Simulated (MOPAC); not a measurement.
# Geometry relaxation, with input and output: CH4AlFOS (part 1 of 2)

The run: geometry relaxation of CH4AlFOS, SMILES C[O][Al]([F])[SH]. Method and program: AM1, closed shell (MOPAC 23.2.5).

The atoms were displaced at random from an optimised geometry.

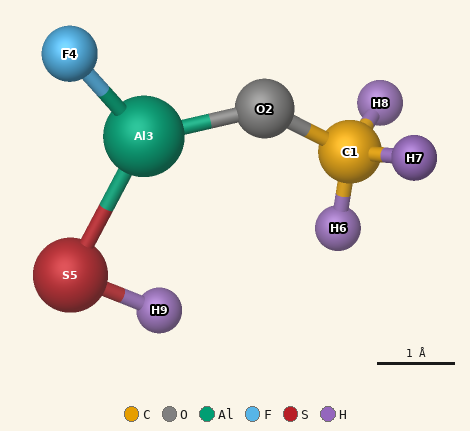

**Figure 1.** The input geometry (ball-and-stick view, seen at a tilt; atoms are numbered from 1 in the order of the input). Sticks mark near contacts.

### Input file (input.mop)
```
GNORM=0.05 PRECISE CYCLES=300 GRADIENTS DISP EF AM1 THREADS=1 AUX(PRECISION=6)
optimise of CH4AlFOS

C     -0.360082 +1    -1.387879 +1     0.121252 +1
O      0.373438 +1    -0.522190 +1    -0.653651 +1
Al     0.759420 +1     1.073297 +1    -0.698284 +1
F      1.751597 +1     1.635618 +1    -1.903272 +1
S      0.015902 +1     2.560839 +1     0.704993 +1
H     -0.872451 +1    -0.919609 +1     0.986326 +1
H      0.258099 +1    -2.234919 +1     0.507802 +1
H     -1.167772 +1    -1.870924 +1    -0.482697 +1
H     -0.706388 +1     1.623589 +1     1.393451 +1
```

Run on 1 thread of Arm Neoverse V1, 24 GiB of memory available, shared host.

Launched with:
```bash
mopac input.mop
```

### The program's output
```
MOPAC v23.2.5
AM1 CALCULATION RESULTS

 *  AM1        - The AM1 Hamiltonian to be used
 *  PRECISE    - TIGHTER CRITERIA TO BE USED
 *  EF         - USE EF ROUTINE FOR MINIMUM SEARCH
 *  THREADS=1  - MULTI-THREADING NOT USED
 *  CYCLES=    - DO A MAXIMUM OF 300 STEPS
 *  GNORM      - EXIT WHEN GRADIENT NORM DROPS BELOW 0.050
 *  AUX        - OUTPUT AUXILIARY INFORMATION
 *  GRADIENTS  - ALL GRADIENTS TO BE PRINTED
 *  DISP       - PRINT DISPERSION AND HYDROGEN BOND ENERGIES
GNORM=0.05 PRECISE CYCLES=300 GRADIENTS DISP EF AM1 THREADS=1 AUX(PRECISION=6)
 optimise of CH4AlFOS

   ATOM   CHEMICAL          X               Y               Z
  NUMBER   SYMBOL      (ANGSTROMS)     (ANGSTROMS)     (ANGSTROMS)

     1       C         -0.36008200  *  -1.38787900  *   0.12125200  *
     2       O          0.37343800  *  -0.52219000  *  -0.65365100  *
     3      Al          0.75942000  *   1.07329700  *  -0.69828400  *
     4       F          1.75159700  *   1.63561800  *  -1.90327200  *
     5       S          0.01590200  *   2.56083900  *   0.70499300  *
     6       H         -0.87245100  *  -0.91960900  *   0.98632600  *
     7       H          0.25809900  *  -2.23491900  *   0.50780200  *
     8       H         -1.16777200  *  -1.87092400  *  -0.48269700  *
     9       H         -0.70638800  *   1.62358900  *   1.39345100  *

          CARTESIAN COORDINATES

    NO.       ATOM           X           Y           Z

     1         C         -0.3601     -1.3879      0.1213
     2         O          0.3734     -0.5222     -0.6537
     3        Al          0.7594      1.0733     -0.6983
     4         F          1.7516      1.6356     -1.9033
     5         S          0.0159      2.5608      0.7050
     6         H         -0.8725     -0.9196      0.9863
     7         H          0.2581     -2.2349      0.5078
     8         H         -1.1678     -1.8709     -0.4827
     9         H         -0.7064      1.6236      1.3935

           Empirical Formula: C H4 O Al F S  =     9 atoms

      MOLECULAR POINT GROUP   :   Cs

      RHF CALCULATION, NO. OF DOUBLY OCCUPIED LEVELS = 15

          Geometry optimization using EF

          DIAGONAL MATRIX USED AS START HESSIAN
```

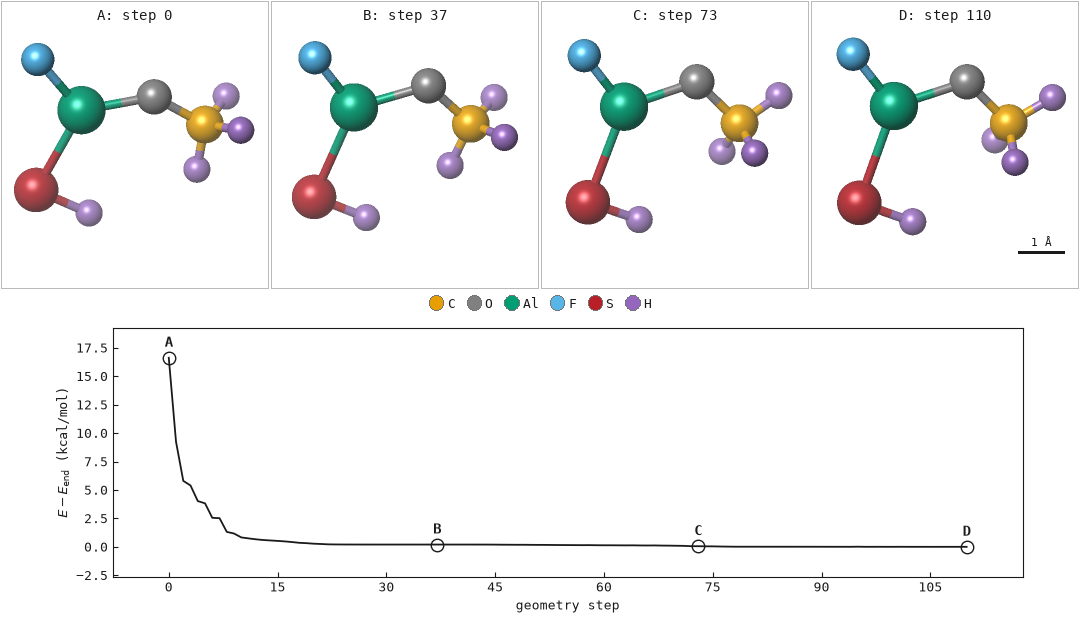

**Figure 2.** Frames of the relaxation (ball-and-stick view, seen at a tilt) above the curves, on which the letters mark them (steps are counted from 0).

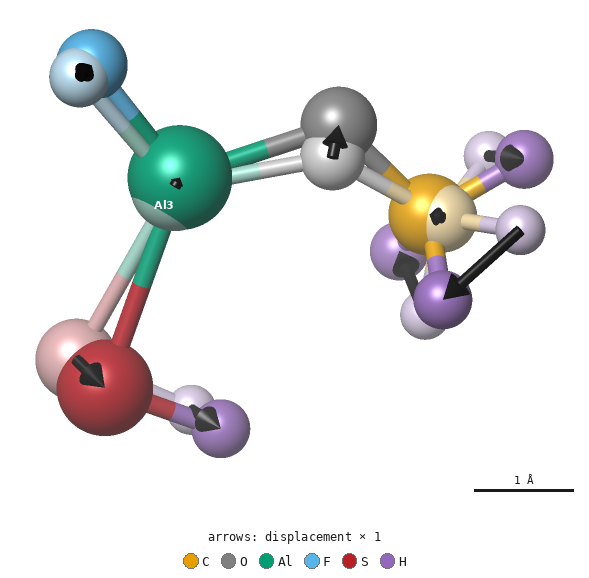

**Figure 3.** Start (faint) and end (solid) with the displacements as black arrows, at true length (ball-and-stick view, seen at a tilt). The two geometries are laid on each other by the best rigid fit. The atom that moves furthest after the best rigid fit is H7 (1.08 Å). By element the largest moves are H 1.08 Å, S 0.48 Å, O 0.35 Å, F 0.24 Å, C 0.17 Å, Al 0.11 Å. Among the contacts that change: Al3–S5 2.176 → 2.333 Å, Al3–F4 1.659 → 1.572 Å, O2–Al3 1.642 → 1.721 Å, S5–H9 1.369 → 1.324 Å. Among the angles that change: C1–O2–Al3 138.8° → 117.8°, O2–Al3–F4 119.3° → 111.1°, F4–Al3–S5 116.2° → 124.3°. The energy falls by 16.6 kcal/mol in 110 geometry steps. The largest force component goes from 3.4 to 0.0013 eV/Å. (Atoms are counted from 1 in the order of the input.)

```
 CYCLE:     1 TIME:   0.000 TIME LEFT:  2.00D  GRAD.:   174.321 HEAT: -148.7291
 CYCLE:     2 TIME:   0.008 TIME LEFT:  2.00D  GRAD.:    86.050 HEAT: -156.1184
 CYCLE:     3 TIME:   0.000 TIME LEFT:  2.00D  GRAD.:    55.920 HEAT: -159.5539
 CYCLE:     4 TIME:   0.000 TIME LEFT:  2.00D  GRAD.:    66.246 HEAT: -159.9614
 CYCLE:     5 TIME:   0.008 TIME LEFT:  2.00D  GRAD.:    33.730 HEAT: -161.3313
 CYCLE:     6 TIME:   0.000 TIME LEFT:  2.00D  GRAD.:    68.926 HEAT: -161.5296
 CYCLE:     7 TIME:   0.000 TIME LEFT:  2.00D  GRAD.:    42.508 HEAT: -162.8036
 CYCLE:     8 TIME:   0.000 TIME LEFT:  2.00D  GRAD.:    63.486 HEAT: -162.8344
 CYCLE:     9 TIME:   0.008 TIME LEFT:  2.00D  GRAD.:    25.790 HEAT: -164.0413
 CYCLE:    10 TIME:   0.000 TIME LEFT:  2.00D  GRAD.:    28.248 HEAT: -164.1851
[... 91 lines of further cycles ...]
 CYCLE:   102 TIME:   0.000 TIME LEFT:  2.00D  GRAD.:     2.411 HEAT: -165.3501
 CYCLE:   103 TIME:   0.008 TIME LEFT:  2.00D  GRAD.:     0.092 HEAT: -165.3535
 CYCLE:   104 TIME:   0.000 TIME LEFT:  2.00D  GRAD.:     0.085 HEAT: -165.3535
 CYCLE:   105 TIME:   0.000 TIME LEFT:  2.00D  GRAD.:     0.696 HEAT: -165.3538
 CYCLE:   106 TIME:   0.000 TIME LEFT:  2.00D  GRAD.:     0.081 HEAT: -165.3540
 CYCLE:   107 TIME:   0.000 TIME LEFT:  2.00D  GRAD.:     0.090 HEAT: -165.3541
 CYCLE:   108 TIME:   0.008 TIME LEFT:  2.00D  GRAD.:     0.126 HEAT: -165.3542
 CYCLE:   109 TIME:   0.000 TIME LEFT:  2.00D  GRAD.:     1.547 HEAT: -165.3533
 CYCLE:   110 TIME:   0.000 TIME LEFT:  2.00D  GRAD.:     0.115 HEAT: -165.3544
 CYCLE:   111 TIME:   0.000 TIME LEFT:  2.00D  GRAD.:     0.046 HEAT: -165.3544

     GRADIENT =  0.04579 IS LESS THAN CUTOFF =  0.05000

 -------------------------------------------------------------------------------
 GNORM=0.05 PRECISE CYCLES=300 GRADIENTS DISP EF AM1 THREADS=1 AUX(PRECISION=6)
 optimise of CH4AlFOS

     GEOMETRY OPTIMISED USING EIGENVECTOR FOLLOWING (EF).
     SCF FIELD WAS ACHIEVED

                              AM1 CALCULATION

          FINAL HEAT OF FORMATION =       -165.35441 KCAL/MOL =    -691.84286 KJ/MOL

          TOTAL ENERGY            =     -28509.55320 KCAL/MOL = ELECTRONIC ENERGY + CORE-CORE REPULSION
          ENERGY OF ATOMS         =      28344.19879 KCAL/MOL
                              SUM =       -165.35441 KCAL/MOL
          DISPERSION ENERGY       =          0.00000 KCAL/MOL
                              SUM =       -165.35441 KCAL/MOL = FINAL HEAT OF FORMATION

          TOTAL ENERGY            =      -1236.29124 EV
          ELECTRONIC ENERGY       =      -3136.23538 EV
          CORE-CORE REPULSION     =       1899.94414 EV
          COSMO AREA              =        132.69 SQUARE ANGSTROMS
          COSMO VOLUME            =        125.18 CUBIC ANGSTROMS

          GRADIENT NORM           =          0.04579          =       0.01526 PER ATOM
          IONIZATION POTENTIAL    =          9.763651 EV
          HOMO LUMO ENERGIES (EV) =         -9.764 -1.321
          NO. OF FILLED LEVELS    =         15
          MOLECULAR WEIGHT        =        110.0819         POINT GROUP:  Cs

          MOLECULAR DIMENSIONS (Angstroms)

            Atom       Atom       Distance
            H     8    S     5     4.88112
            H     9    F     4     4.18679
            H     7    H     6     1.83084

          SCF CALCULATIONS        =        123

          WALL-CLOCK TIME         =      0.211 SECONDS
          COMPUTATION TIME        =      0.208 SECONDS

       FINAL  POINT  AND  DERIVATIVES

   PARAMETER     ATOM    TYPE            VALUE        GRADIENT
      1          1  C    CARTESIAN X    -0.400736      0.030416  KCAL/ANGSTROM
      2          1  C    CARTESIAN Y    -1.177044     -0.005469  KCAL/ANGSTROM
      3          1  C    CARTESIAN Z     0.111399      0.006888  KCAL/ANGSTROM
      4          2  O    CARTESIAN X     0.407777     -0.014593  KCAL/ANGSTROM
      5          2  O    CARTESIAN Y    -0.622591      0.006396  KCAL/ANGSTROM
      6          2  O    CARTESIAN Z    -0.881067     -0.004974  KCAL/ANGSTROM
      7          3 Al    CARTESIAN X     0.785687      0.003460  KCAL/ANGSTROM
      8          3 Al    CARTESIAN Y     1.052678     -0.001994  KCAL/ANGSTROM
      9          3 Al    CARTESIAN Z    -0.764942      0.001702  KCAL/ANGSTROM
     10          4  F    CARTESIAN X     1.707925     -0.000742  KCAL/ANGSTROM
     11          4  F    CARTESIAN Y     1.509289      0.000205  KCAL/ANGSTROM
     12          4  F    CARTESIAN Z    -1.953339      0.002082  KCAL/ANGSTROM
     13          5  S    CARTESIAN X     0.027586     -0.001595  KCAL/ANGSTROM
     14          5  S    CARTESIAN Y     2.466018      0.003512  KCAL/ANGSTROM
     15          5  S    CARTESIAN Z     0.929623     -0.004385  KCAL/ANGSTROM
     16          6  H    CARTESIAN X    -1.400615      0.011731  KCAL/ANGSTROM
     17          6  H    CARTESIAN Y    -0.672688      0.001665  KCAL/ANGSTROM
     18          6  H    CARTESIAN Z     0.155640      0.005018  KCAL/ANGSTROM
     19          7  H    CARTESIAN X     0.092535     -0.014136  KCAL/ANGSTROM
     20          7  H    CARTESIAN Y    -1.122684      0.003880  KCAL/ANGSTROM
     21          7  H    CARTESIAN Z     1.116334      0.002955  KCAL/ANGSTROM
     22          8  H    CARTESIAN X    -0.539836     -0.013615  KCAL/ANGSTROM
     23          8  H    CARTESIAN Y    -2.253948     -0.008535  KCAL/ANGSTROM
     24          8  H    CARTESIAN Z    -0.177290     -0.010396  KCAL/ANGSTROM
     25          9  H    CARTESIAN X    -0.649269     -0.000927  KCAL/ANGSTROM
     26          9  H    CARTESIAN Y     1.509587      0.000340  KCAL/ANGSTROM
     27          9  H    CARTESIAN Z     1.545655      0.001111  KCAL/ANGSTROM

   ATOM   CHEMICAL          X               Y               Z
  NUMBER   SYMBOL      (ANGSTROMS)     (ANGSTROMS)     (ANGSTROMS)

     1       C         -0.40073570  *  -1.17704361  *   0.11139861  *
     2       O          0.40777744  *  -0.62259053  *  -0.88106739  *
     3      Al          0.78568706  *   1.05267782  *  -0.76494231  *
     4       F          1.70792508  *   1.50928923  *  -1.95333893  *
     5       S          0.02758614  *   2.46601844  *   0.92962257  *
     6       H         -1.40061463  *  -0.67268843  *   0.15564047  *
     7       H          0.09253484  *  -1.12268435  *   1.11633428  *
     8       H         -0.53983561  *  -2.25394770  *  -0.17729050  *
     9       H         -0.64926941  *   1.50958711  *   1.54565515  *

                             CARTESIAN COORDINATES

   1    C       -0.400735702    -1.177043614     0.111398611
   2    O        0.407777437    -0.622590525    -0.881067392
   3   Al        0.785687057     1.052677821    -0.764942306
   4    F        1.707925077     1.509289235    -1.953338927
   5    S        0.027586144     2.466018436     0.929622569
   6    H       -1.400614626    -0.672688431     0.155640467
   7    H        0.092534836    -1.122684348     1.116334276
   8    H       -0.539835613    -2.253947704    -0.177290500
   9    H       -0.649269407     1.509587106     1.545655146

           Empirical Formula: C H4 O Al F S  =     9 atoms

      MOLECULAR POINT GROUP   :   Cs

                  EIGENVALUES
 -48.19412 -37.90455 -27.11833 -19.08870 -17.71500 -16.22782 -16.01893 -15.82148
 -14.64159 -14.63117 -13.48126 -12.27586 -11.53550 -11.08483  -9.76365  -1.32071
  -0.31328   0.96226   1.62705   2.98191   3.68564   3.84585   4.16809   5.29163

              NET ATOMIC CHARGES AND DIPOLE CONTRIBUTIONS

  ATOM NO.   TYPE          CHARGE      No. of ELECS.   s-Pop       p-Pop
    1          C          -0.040296        4.0403     1.23049     2.80981
    2          O          -0.429433        6.4294     1.85559     4.57384
    3         Al           0.802554        2.1974     0.84123     1.35622
    4          F          -0.325063        7.3251     1.85603     5.46904
    5          S          -0.272739        6.2727     1.92135     4.35139
    6          H           0.047577        0.9524     0.95242
    7          H           0.049136        0.9509     0.95086
    8          H           0.099438        0.9006     0.90056
    9          H           0.068826        0.9312     0.93117
 DIPOLE           X         Y         Z       TOTAL
 POINT-CHG.    -1.208    -1.013     1.404     2.112
 HYBRID        -0.057    -0.939    -0.297     0.987
 SUM           -1.265    -1.952     1.107     2.576

          ATOMIC ORBITAL ELECTRON POPULATIONS

     Atom    s        px        py        pz
    1  C   1.23049   0.92117   0.99095   0.89769
    2  O   1.85559   1.63435   1.45010   1.48939
    3 Al   0.84123   0.38503   0.51210   0.45909
    4  F   1.85603   1.79830   1.90321   1.76753
    5  S   1.92135   1.66832   1.22653   1.45653
    6  H   0.95242
    7  H   0.95086
    8  H   0.90056
    9  H   0.93117

 *                    *
 * JOB ENDED NORMALLY *
 *                    *

 TOTAL JOB TIME:             0.21 SECONDS

 == MOPAC DONE ==
```

### Trajectory as extended XYZ (Å, eV, eV/Å), 24 of the 111 frames kept, from step=0 to step=110
```
9
Properties=species:S:1:pos:R:3:forces:R:3 step=0 energy=-6.44950
C    -0.3601   -1.3879    0.1213   -0.7505  -0.3435   0.5596
O     0.3734   -0.5222   -0.6537    0.1350  -2.6818  -0.8437
Al    0.7594    1.0733   -0.6983    3.0783   2.6630  -3.4259
F     1.7516    1.6356   -1.9033   -2.1769  -1.7028   2.5301
S     0.0159    2.5608    0.7050   -1.0628   0.7621   1.6389
H    -0.8725   -0.9196    0.9863    0.0038   0.5160   0.3625
H     0.2581   -2.2349    0.5078    0.6105   0.1532  -0.0623
H    -1.1678   -1.8709   -0.4827   -0.1027   0.1471  -0.5518
H    -0.7064    1.6236    1.3935    0.2652   0.4868  -0.2073
9
Properties=species:S:1:pos:R:3:forces:R:3 step=5 energy=-7.00458
C    -0.3615   -1.3880    0.1173    0.2751   1.6636  -0.3447
O     0.4254   -0.5862   -0.7614   -0.7891  -1.3816   0.8055
Al    0.7917    1.0784   -0.7255   -0.6362  -0.0344   0.7756
F     1.7196    1.5352   -1.8903    0.4941   0.0182  -0.6417
S    -0.0348    2.6385    0.7909   -0.1759  -0.2605   0.2092
H    -0.8511   -0.8240    0.9822    0.5203  -0.0685  -0.6979
H     0.2933   -2.1798    0.5330    0.3268  -0.1570   0.0538
H    -1.1725   -1.8448   -0.4983   -0.0466  -0.0116  -0.1758
H    -0.7027    1.6741    1.4308    0.0315   0.2318   0.0160
9
Properties=species:S:1:pos:R:3:forces:R:3 step=10 energy=-7.13459
C    -0.3339   -1.3255    0.0821    0.0023  -0.0053  -0.0058
O     0.4653   -0.6145   -0.8105   -0.0576  -0.0801   0.0211
Al    0.7670    1.0682   -0.6907   -0.0788  -0.0445  -0.0574
F     1.6999    1.4523   -1.8952    0.0823   0.0503  -0.0466
S    -0.0573    2.6410    0.8177   -0.0143  -0.0883   0.0497
H    -0.7989   -0.6928    0.8805    0.0978   0.0659  -0.0192
H     0.3191   -2.1139    0.5526   -0.1332   0.0655  -0.0114
H    -1.1597   -1.8114   -0.5107    0.1319   0.0250   0.0362
H    -0.7070    1.7387    1.5327   -0.0305   0.0115   0.0335
9
Properties=species:S:1:pos:R:3:forces:R:3 step=14 energy=-7.14613
C    -0.3312   -1.3025    0.0911   -0.0405   0.0217  -0.0297
O     0.4705   -0.6262   -0.8250    0.0453  -0.0171  -0.0085
Al    0.7480    1.0623   -0.7168    0.0307   0.0026   0.0116
F     1.7186    1.4578   -1.8891   -0.0045   0.0457  -0.0117
S    -0.0607    2.6177    0.8263    0.0013  -0.0255  -0.0072
H    -0.7766   -0.6334    0.8703   -0.0062   0.0252  -0.0149
H     0.3005   -2.0849    0.5882    0.0345  -0.0040   0.0365
H    -1.1482   -1.8048   -0.4933   -0.0551   0.0106   0.0471
H    -0.7162    1.7497    1.5764   -0.0055  -0.0592  -0.0233
```
